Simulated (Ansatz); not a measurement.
Geometry relaxation, with input and output: AlHBrClF2

System: AlHBrClF2.
Method: RKS PBE0-D4/def2-TZVP (Ansatz 0.2.0).

The geometry is a transition state displaced along its imaginary mode. The reaction was set up to form Al1–Cl6 and Br2–H5 and to break Al1–Br2 and H5–Cl6 (atoms counted from 1 in the order of the input); sticks are drawn by distance alone. Figures and captions count atoms from 1; the log counts them from 0 in places.

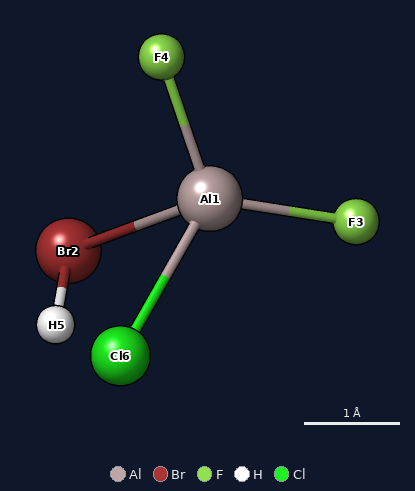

*The structure as given in the input (ball-and-stick view, seen at a tilt; atoms are numbered from 1 in the order of the input). Sticks mark near contacts.*

Bond lengths as drawn: Al–Br 2.58 Å, Al–Cl 2.11 Å, Al–F 1.65 Å and Br–H 1.30 Å.

The input:
```yaml
crystal:
  periodic: [false, false, false]
  atoms:
    - {symbol: Al, position_ang: [-0.633358, -0.022248, -0.354058]}
    - {symbol: Br, position_ang: [1.677262, -0.931598, 0.338844]}
    - {symbol: F, position_ang: [-0.505355, 0.233984, -1.979455]}
    - {symbol: F, position_ang: [-1.707408, -1.117092, 0.255607]}
    - {symbol: H, position_ang: [1.335234, 0.217996, 0.849952]}
    - {symbol: Cl, position_ang: [-0.166475, 1.618959, 0.889210]}
basis:
  gaussian: {orbitals: def2-TZVP}
hamiltonian: {xc: pbe0, dispersion: d4}
relax: {f_tol: 0.005, max_steps: 200}
```

Command:
```bash
ansatz run in.yaml --threads 4 --pin off --events-out ev --progress --plain --max-ram 9574MiB
```

What the program printed:
```
Functional definition: PBE0
  name "PBE0"
  cite "Adamo & Barone, J. Chem. Phys. 110, 6158 (1999) doi:10.1063/1.478522"
  cite "Perdew, Burke & Ernzerhof, Phys. Rev. Lett. 77, 3865 (1996) doi:10.1103/PhysRevLett.77.3865"
  parent pbe
  parameter a = 0.25
  parameter kappa = 0.804
  parameter beta = 0.06672455060314922
  exchange = (1 - a)*pbe_x(kappa = kappa, mu = beta*pi^2/3) + a*exact_x
  correlation = pbe_c(beta = beta)
1316 factors; their error is unknown
mean field evaluation 1: about -94599.8273 eV, gradient 5.4e1 eV
mean field evaluation 2: about -94592.5514 eV, gradient 9.1e1 eV
mean field evaluation 4: about -94603.9900 eV, gradient 1.9e0 eV
mean field evaluation 8: about -94603.9997 eV, gradient 1.1e-2 eV
mean field evaluation 16: about -94604.5032 eV, gradient 9.0e-5 eV
mean field -94604.50320142 eV, -3476.6513674168 hartree, gradient 2.0e-5 eV, S^2 0.000000; 0 other end points of the search recorded, 0 dependent functions left out
the calculation of the forces begins
reference -94604.50323086 eV, -3476.6513684985 hartree; 42, 42 occupied and 148, 148 virtual orbitals, 1316 factors
relax step   1: F+E_penalty+E_count = -94604.64934142 eV  Δ(F+E_penalty+E_count) = +0.000e0 eV  max|allowed force component| = 4.732e0 eV/Å  Δτ_max = 0.0000 Å  (27 SCF iters, accepted)
these checks for a lower state are left out or cut short: starts, cluster_reference, orbital_swaps, neighbouring_geometries, increment
1316 factors; their error is unknown
mean field -94604.96315700 eV, -3476.6682704726 hartree, gradient 1.1e-5 eV, S^2 0.000000; 0 other end points of the search recorded, 0 dependent functions left out
the calculation of the forces begins
reference -94604.96318656 eV, -3476.6682715588 hartree; 42, 42 occupied and 148, 148 virtual orbitals, 1316 factors
relax step   2: F+E_penalty+E_count = -94605.10720412 eV  Δ(F+E_penalty+E_count) = -4.579e-1 eV  max|allowed force component| = 3.080e-1 eV/Å  Δτ_max = 0.1966 Å  (36 SCF iters, accepted)
these checks for a lower state are left out or cut short: starts, cluster_reference, orbital_swaps, neighbouring_geometries, increment
1316 factors; their error is unknown
mean field evaluation 32: about -94604.9814 eV, gradient 6.3e-6 eV
mean field -94604.98136911 eV, -3476.6689397552 hartree, gradient 6.3e-6 eV, S^2 0.000000; 0 other end points of the search recorded, 0 dependent functions left out
the calculation of the forces begins
reference -94604.98139898 eV, -3476.6689408530 hartree; 42, 42 occupied and 148, 148 virtual orbitals, 1316 factors
relax step   3: F+E_penalty+E_count = -94605.12391249 eV  Δ(F+E_penalty+E_count) = -1.671e-2 eV  max|allowed force component| = 5.845e-1 eV/Å  Δτ_max = 0.1950 Å  (30 SCF iters, accepted)
these checks for a lower state are left out or cut short: starts, cluster_reference, orbital_swaps, neighbouring_geometries, increment
1316 factors; their error is unknown
mean field -94605.00713296 eV, -3476.6698865592 hartree, gradient 2.1e-5 eV, S^2 0.000000; 0 other end points of the search recorded, 0 dependent functions left out
the calculation of the forces begins
reference -94605.00716291 eV, -3476.6698876598 hartree; 42, 42 occupied and 148, 148 virtual orbitals, 1316 factors
relax step   4: F+E_penalty+E_count = -94605.14958366 eV  Δ(F+E_penalty+E_count) = -2.567e-2 eV  max|allowed force component| = 5.258e-1 eV/Å  Δτ_max = 0.0705 Å  (29 SCF iters, accepted)
these checks for a lower state are left out or cut short: starts, cluster_reference, orbital_swaps, neighbouring_geometries, increment
1316 factors; their error is unknown
mean field -94605.02763785 eV, -3476.6706401000 hartree, gradient 1.1e-5 eV, S^2 0.000000; 0 other end points of the search recorded, 0 dependent functions left out
the calculation of the forces begins
reference -94605.02766798 eV, -3476.6706412075 hartree; 42, 42 occupied and 148, 148 virtual orbitals, 1316 factors
relax step   5: F+E_penalty+E_count = -94605.16908349 eV  Δ(F+E_penalty+E_count) = -1.950e-2 eV  max|allowed force component| = 3.198e-1 eV/Å  Δτ_max = 0.0874 Å  (30 SCF iters, accepted)
these checks for a lower state are left out or cut short: starts, cluster_reference, orbital_swaps, neighbouring_geometries, increment
1316 factors; their error is unknown
mean field -94605.03976578 eV, -3476.6710857932 hartree, gradient 1.4e-5 eV, S^2 0.000000; 0 other end points of the search recorded, 0 dependent functions left out
the calculation of the forces begins
reference -94605.03979617 eV, -3476.6710869100 hartree; 42, 42 occupied and 148, 148 virtual orbitals, 1316 factors
relax step   6: F+E_penalty+E_count = -94605.18049781 eV  Δ(F+E_penalty+E_count) = -1.141e-2 eV  max|allowed force component| = 1.582e-1 eV/Å  Δτ_max = 0.1509 Å  (29 SCF iters, accepted)
these checks for a lower state are left out or cut short: starts, cluster_reference, orbital_swaps, neighbouring_geometries, increment
1316 factors; their error is unknown
mean field -94605.03975230 eV, -3476.6710852980 hartree, gradient 9.5e-6 eV, S^2 0.000000; 0 other end points of the search recorded, 0 dependent functions left out
the calculation of the forces begins
reference -94605.03978279 eV, -3476.6710864183 hartree; 42, 42 occupied and 148, 148 virtual orbitals, 1316 factors
relax step   7: F+E_penalty+E_count = -94605.18042083 eV  Δ(F+E_penalty+E_count) = +7.699e-5 eV  max|allowed force component| = 2.340e-1 eV/Å  Δτ_max = 0.0193 Å  (32 SCF iters, rejected (line search))
these checks for a lower state are left out or cut short: starts, cluster_reference, orbital_swaps, neighbouring_geometries, increment
1316 factors; their error is unknown
mean field evaluation 64: about -94605.0410 eV, gradient 4.1e-1 eV
mean field -94605.04109412 eV, -3476.6711346090 hartree, gradient 9.5e-6 eV, S^2 0.000000; 0 other end points of the search recorded, 0 dependent functions left out
the calculation of the forces begins
reference -94605.04112451 eV, -3476.6711357258 hartree; 42, 42 occupied and 148, 148 virtual orbitals, 1316 factors
relax step   8: F+E_penalty+E_count = -94605.18197159 eV  Δ(F+E_penalty+E_count) = -1.474e-3 eV  max|allowed force component| = 6.455e-2 eV/Å  Δτ_max = 0.0096 Å  (31 SCF iters, accepted)
these checks for a lower state are left out or cut short: starts, cluster_reference, orbital_swaps, neighbouring_geometries, increment
1316 factors; their error is unknown
mean field -94605.04182492 eV, -3476.6711614653 hartree, gradient 9.5e-6 eV, S^2 0.000000; 0 other end points of the search recorded, 0 dependent functions left out
the calculation of the forces begins
reference -94605.04185535 eV, -3476.6711625835 hartree; 42, 42 occupied and 148, 148 virtual orbitals, 1316 factors
relax step   9: F+E_penalty+E_count = -94605.18248601 eV  Δ(F+E_penalty+E_count) = -5.144e-4 eV  max|allowed force component| = 1.212e-2 eV/Å  Δτ_max = 0.0093 Å  (31 SCF iters, accepted)
these checks for a lower state are left out or cut short: starts, cluster_reference, orbital_swaps, neighbouring_geometries, increment
1316 factors; their error is unknown
mean field -94605.04190439 eV, -3476.6711643859 hartree, gradient 9.5e-6 eV, S^2 0.000000; 0 other end points of the search recorded, 0 dependent functions left out
the calculation of the forces begins
reference -94605.04193483 eV, -3476.6711655044 hartree; 42, 42 occupied and 148, 148 virtual orbitals, 1316 factors
relax step  10: F+E_penalty+E_count = -94605.18250880 eV  Δ(F+E_penalty+E_count) = -2.279e-5 eV  max|allowed force component| = 1.193e-2 eV/Å  Δτ_max = 0.0025 Å  (33 SCF iters, accepted)
these checks for a lower state are left out or cut short: starts, cluster_reference, orbital_swaps, neighbouring_geometries, increment
1316 factors; their error is unknown
mean field -94605.04177309 eV, -3476.6711595606 hartree, gradient 9.5e-6 eV, S^2 0.000000; 0 other end points of the search recorded, 0 dependent functions left out
the calculation of the forces begins
reference -94605.04180353 eV, -3476.6711606791 hartree; 42, 42 occupied and 148, 148 virtual orbitals, 1316 factors
relax step  11: F+E_penalty+E_count = -94605.18241128 eV  Δ(F+E_penalty+E_count) = +9.752e-5 eV  max|allowed force component| = 5.079e-2 eV/Å  Δτ_max = 0.0047 Å  (31 SCF iters, rejected (line search))
these checks for a lower state are left out or cut short: starts, cluster_reference, orbital_swaps, neighbouring_geometries, increment
1316 factors; their error is unknown
mean field evaluation 96: about -94605.0419 eV, gradient 9.5e-6 eV
mean field -94605.04190522 eV, -3476.6711644164 hartree, gradient 9.5e-6 eV, S^2 0.000000; 0 other end points of the search recorded, 0 dependent functions left out
the calculation of the forces begins
reference -94605.04193566 eV, -3476.6711655349 hartree; 42, 42 occupied and 148, 148 virtual orbitals, 1316 factors
relax step  12: F+E_penalty+E_count = -94605.18253010 eV  Δ(F+E_penalty+E_count) = -2.131e-5 eV  max|allowed force component| = 7.842e-4 eV/Å  Δτ_max = 0.0017 Å  (32 SCF iters, accepted)
```

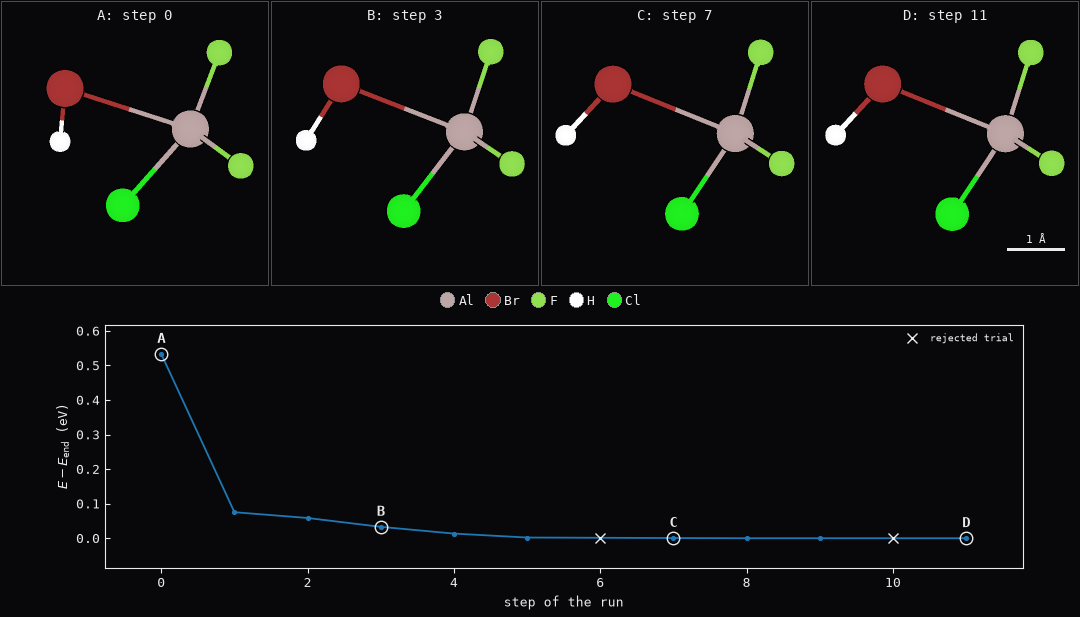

*Frames of the relaxation (ball-and-stick view, seen at a tilt) above the curves, on which the letters mark them (the first geometry is step 0 here and step 1 in the log).*

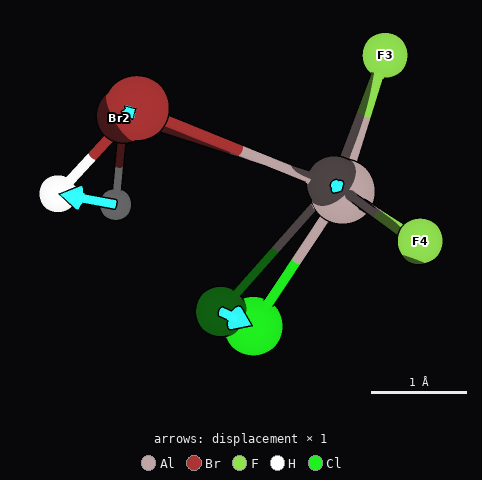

*Start (faint) and end (solid) with the displacements as teal arrows, at true length (ball-and-stick view, seen at a tilt). The two geometries are laid on each other by the best rigid fit.*

After 11 geometry steps the energy has fallen by 0.533 eV. Largest force component: 4.7 eV/Å at the start, 0.00078 eV/Å at the end. The line search rejected the trial steps at points 6, 10 (counted from 0) and went back. H5 moves most after the best rigid fit: 0.66 Å. By element the largest moves are H 0.66 Å, Cl 0.43 Å, Br 0.16 Å, Al 0.16 Å, F 0.05 Å. Among the contacts that change: Br2–H5 1.304 → 1.427 Å, Al1–Br2 2.578 → 2.657 Å, Al1–Cl6 2.111 → 2.093 Å, Al1–F3 1.650 → 1.641 Å. Among the angles that change: Al1–Br2–H5 63.8° → 91.2°, Br2–Al1–Cl6 85.3° → 97.8°, Br2–Al1–F3 104.5° → 97.3°. (Atoms are counted from 1 in the order of the input.)

```
1316 factors; their error is unknown
mean field -94605.04190522 eV, -3476.6711644164 hartree, gradient 9.5e-6 eV, S^2 0.000000; 1 other end points of the search recorded, 0 dependent functions left out
the calculation of the forces begins
reference -94605.04193566 eV, -3476.6711655349 hartree; 42, 42 occupied and 148, 148 virtual orbitals, 1316 factors
Total energy: -94605.18256054 eV, -3476.6763334039 hartree
Atom 0 at    -0.750519     0.079528    -0.355537 Å, force     0.000413     0.000784     0.000696 eV/Å
Atom 1 at     1.593473    -1.021670     0.239382 Å, force     0.000286    -0.000436    -0.000109 eV/Å
Atom 2 at    -0.523711     0.186632    -1.977604 Å, force    -0.000048    -0.000023    -0.000166 eV/Å
Atom 3 at    -1.699506    -1.135014     0.208668 Å, force    -0.000130    -0.000115    -0.000014 eV/Å
Atom 4 at     1.930266     0.077614     1.085075 Å, force    -0.000378     0.000221    -0.000070 eV/Å
Atom 5 at    -0.550103     1.812911     0.800116 Å, force    -0.000144    -0.000432    -0.000338 eV/Å
Dipole moment:     0.741761    -0.143562     0.312141 e Å
```

Trajectory as extended XYZ (Å, eV, eV/Å), 12 frames, from step=1 to step=12:
```
6
Properties=species:S:1:pos:R:3:forces:R:3 step=1 energy=-94604.64934
Al   -0.6334   -0.0222   -0.3541   -0.4805  -0.1965  -0.3771
Br    1.6773   -0.9316    0.3388    1.4222  -4.7323  -2.0962
F    -0.5054    0.2340   -1.9795   -0.0380  -0.1390   0.3684
F    -1.7074   -1.1171    0.2556    0.2695   0.2065  -0.2032
H     1.3352    0.2180    0.8500   -0.7308   4.2649   2.1856
Cl   -0.1665    1.6190    0.8892   -0.4424   0.5963   0.1225
6
Properties=species:S:1:pos:R:3:forces:R:3 step=2 energy=-94605.10720
Al   -0.6884    0.0248   -0.3552    0.0164  -0.1241  -0.0661
Br    1.6437   -1.0230    0.2656    0.0168  -0.3080  -0.1772
F    -0.4926    0.2051   -1.9819   -0.1199  -0.0137   0.2924
F    -1.6893   -1.1401    0.2433    0.1175   0.2532  -0.1490
H     1.5058    0.2272    0.9472    0.1525   0.2478   0.2319
Cl   -0.2794    1.7059    0.8811   -0.1832  -0.0553  -0.1320
6
Properties=species:S:1:pos:R:3:forces:R:3 step=3 energy=-94605.12391
Al   -0.6863   -0.0062   -0.3729   -0.2000   0.2172   0.0238
Br    1.6555   -1.0218    0.2727   -0.0364   0.4986   0.2819
F    -0.5593    0.2214   -1.9993    0.0444  -0.1477   0.2340
F    -1.7504   -1.1175    0.2155    0.2391   0.0711  -0.1279
H     1.6773    0.2279    1.0399    0.0195  -0.5845  -0.3429
Cl   -0.3370    1.6962    0.8442   -0.0666  -0.0547  -0.0689
6
Properties=species:S:1:pos:R:3:forces:R:3 step=4 energy=-94605.14958
Al   -0.7199    0.0393   -0.3634   -0.0142  -0.0041  -0.0100
Br    1.6151   -1.0288    0.2467    0.0413   0.4790   0.3118
F    -0.5200    0.1968   -1.9932   -0.0774  -0.0374   0.2879
F    -1.7112   -1.1422    0.2218    0.1515   0.2199  -0.1378
H     1.7230    0.1894    1.0412    0.0175  -0.5258  -0.3084
Cl   -0.3871    1.7456    0.8471   -0.1187  -0.1316  -0.1434
6
Properties=species:S:1:pos:R:3:forces:R:3 step=5 energy=-94605.16908
Al   -0.7291    0.0584   -0.3568   -0.0780  -0.0760  -0.0878
Br    1.6140   -1.0350    0.2424   -0.0241   0.1996   0.1077
F    -0.5147    0.1957   -1.9883   -0.0682  -0.0380   0.3198
F    -1.7042   -1.1413    0.2234    0.1785   0.2393  -0.1388
H     1.7949    0.1405    1.0503    0.0404  -0.1847  -0.0899
Cl   -0.4610    1.7817    0.8292   -0.0486  -0.1402  -0.1109
6
Properties=species:S:1:pos:R:3:forces:R:3 step=6 energy=-94605.18050
Al   -0.7553    0.0791   -0.3584   -0.0271  -0.1530  -0.1070
Br    1.5922   -1.0203    0.2395    0.0429   0.1156   0.0930
F    -0.5209    0.1911   -1.9844   -0.0441  -0.0262   0.1582
F    -1.7038   -1.1386    0.2152    0.0844   0.1183  -0.0808
H     1.9296    0.0846    1.0890   -0.0445  -0.1281  -0.1013
Cl   -0.5418    1.8040    0.7992   -0.0116   0.0732   0.0380
6
Properties=species:S:1:pos:R:3:forces:R:3 step=7 energy=-94605.18042 accepted=F
Al   -0.7524    0.0788   -0.3570    0.1137   0.1818   0.1710
Br    1.5955   -1.0260    0.2379   -0.0224  -0.0427  -0.0379
F    -0.5189    0.1878   -1.9702    0.0221   0.0094  -0.2340
F    -1.6921   -1.1308    0.2111   -0.1414  -0.1744   0.0701
H     1.9248    0.0744    1.0802    0.0230   0.0548   0.0455
Cl   -0.5570    1.8158    0.7981    0.0050  -0.0288  -0.0147
6
Properties=species:S:1:pos:R:3:forces:R:3 step=8 energy=-94605.18197
Al   -0.7468    0.0755   -0.3559   -0.0457  -0.0363  -0.0465
Br    1.5880   -1.0191    0.2380    0.0428   0.0319   0.0423
F    -0.5214    0.1900   -1.9801   -0.0156  -0.0204   0.0646
F    -1.7009   -1.1358    0.2132    0.0398   0.0419  -0.0385
H     1.9255    0.0824    1.0854   -0.0200  -0.0510  -0.0416
Cl   -0.5445    1.8070    0.7996   -0.0014   0.0338   0.0197
6
Properties=species:S:1:pos:R:3:forces:R:3 step=9 energy=-94605.18249
Al   -0.7496    0.0784   -0.3557   -0.0045   0.0121   0.0049
Br    1.5920   -1.0220    0.2384    0.0075   0.0024   0.0055
F    -0.5214    0.1884   -1.9777   -0.0057  -0.0083   0.0060
F    -1.6987   -1.1350    0.2115    0.0034   0.0020  -0.0110
H     1.9293    0.0772    1.0843   -0.0022  -0.0044  -0.0039
Cl   -0.5517    1.8130    0.7993    0.0014  -0.0039  -0.0016
6
Properties=species:S:1:pos:R:3:forces:R:3 step=10 energy=-94605.18251
Al   -0.7504    0.0787   -0.3560    0.0004   0.0119   0.0074
Br    1.5942   -1.0222    0.2394   -0.0027  -0.0026  -0.0031
F    -0.5231    0.1882   -1.9778   -0.0012  -0.0068  -0.0007
F    -1.6999   -1.1345    0.2103    0.0014  -0.0039  -0.0056
H     1.9306    0.0771    1.0850    0.0000   0.0035   0.0021
Cl   -0.5515    1.8127    0.7992    0.0022  -0.0021  -0.0001
6
Properties=species:S:1:pos:R:3:forces:R:3 step=11 energy=-94605.18241 accepted=F
Al   -0.7531    0.0824   -0.3552    0.0098  -0.0508  -0.0254
Br    1.5925   -1.0219    0.2387    0.0008   0.0057   0.0039
F    -0.5217    0.1853   -1.9777   -0.0114   0.0066   0.0226
F    -1.6977   -1.1366    0.2090    0.0047   0.0247  -0.0073
H     1.9297    0.0773    1.0846    0.0009  -0.0042  -0.0021
Cl   -0.5497    1.8134    0.8006   -0.0048   0.0181   0.0083
6
Properties=species:S:1:pos:R:3:forces:R:3 step=12 energy=-94605.18253
Al   -0.7505    0.0795   -0.3555    0.0004   0.0008   0.0007
Br    1.5935   -1.0217    0.2394    0.0003  -0.0004  -0.0001
F    -0.5237    0.1866   -1.9776    0.0000   0.0000  -0.0002
F    -1.6995   -1.1350    0.2087   -0.0001  -0.0001   0.0000
H     1.9303    0.0776    1.0851   -0.0004   0.0002  -0.0001
Cl   -0.5501    1.8129    0.8001   -0.0001  -0.0004  -0.0003
```

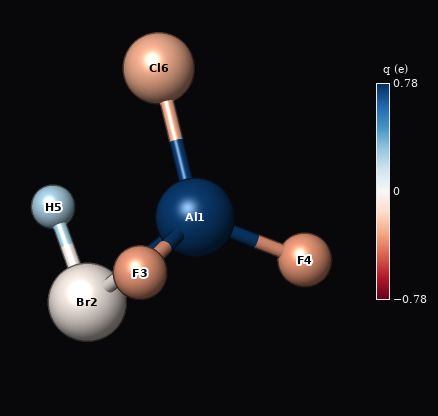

*Mulliken charges, as the colour of each atom (ball-and-stick view, seen at a tilt; atoms are numbered from 1 in the order of the input).*

By element: Al +0.75, Br −0.05, F −0.33, H +0.25 and Cl −0.28 e.

Key numbers:

| quantity | value |
| --- | --- |
| outcome | converged |
| total energy | −94605.1826 eV |
| mean-field energy | −94605.0419 eV |
| dispersion energy | −0.1406 eV |
| SCF solution under orbital rotations | stable |
| largest force (length of the vector) at the end | 0.001 eV/Å |
| dipole moment | 3.93 D |
| hardware | 4 threads of Arm Neoverse V1, 23 GiB of memory available, shared host |
| wall time | 47 s (CPU time 2.9 min) |
| peak memory | 0.59 GiB |
